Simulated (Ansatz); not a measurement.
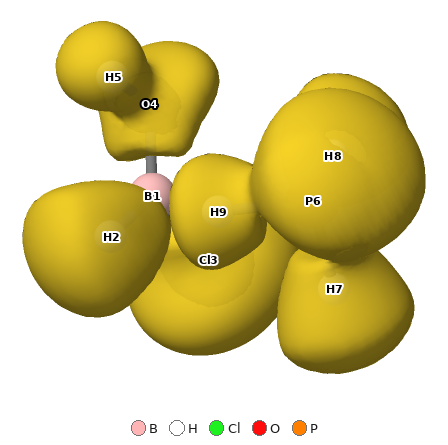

The picture shows: BClH2O···PH3. Isosurface of the ELF at 0.75 (yellow), seen at an oblique angle. Core shells and regions of very low density are left out.

Not at a stationary point (largest force 0.7 eV/Å).

All numbers below come from Ansatz, RKS revPBE-D4/6-31G*.

| atom | x (Å) | y (Å) | z (Å) |
| --- | --- | --- | --- |
| B | 0.1221 | -0.3267 | 0.0009 |
| H | 0.0264 | -0.6879 | 1.1366 |
| Cl | 1.7268 | -0.3416 | -0.7666 |
| O | -0.9555 | -0.0663 | -0.8036 |
| H | -1.7833 | -0.1616 | -0.2895 |
| P | 0.3697 | 2.5424 | 1.2190 |
| H | 1.7717 | 2.2711 | 1.3482 |
| H | 0.4140 | 2.4887 | -0.2100 |
| H | 0.0274 | 1.1657 | 1.3673 |

> Describe the localisation domains.

The surface consists of one region around a hydrogen nucleus, one region on Cl in which the atom's valence shell and bonds are merged, one joined region spread over several atoms (H, O), in which their bonds and any lone pairs are merged and one joined region spread over several atoms (H, P), in which their bonds and any lone pairs are merged.

Values along the shortest contacts:
B1···H9 (2.03 Å): the ELF climbs to about 1 towards the hydrogen, as it does in any bond to H. B–O (1.37 Å): the ELF peaks at about 0.90 between the atoms; a short, strongly polar bond.
